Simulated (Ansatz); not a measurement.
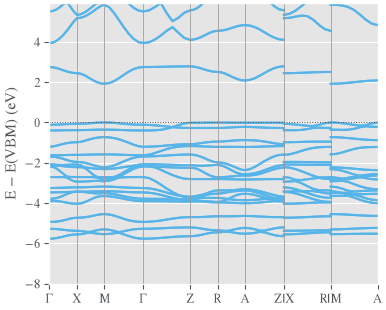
Figure. Band structure from r²SCAN with spin–orbit coupling (plane waves, PAW; program Ansatz)

Q: Read off the gap and where the band edges lie.

A: About 1.9 eV (1.92 eV by a search for the band edges); maximum at M, minimum at M.

The material is K2PtCl4 in space group P4/mmm (No. 123; K on 2e, Pt on 1a, Cl on 4j).

The first step of the workflow began from a Materials Project structure, measured or hypothetical; the Crystallography Open Database files this formula in space group No. 123, but the cells were not matched. Its standing as an ambient phase is unchecked. The r²SCAN relaxation kept the symmetry of its start; its stability against distortions is not shown here. No spin polarisation was allowed.

Potentials: the later of the program's two PAW sets.
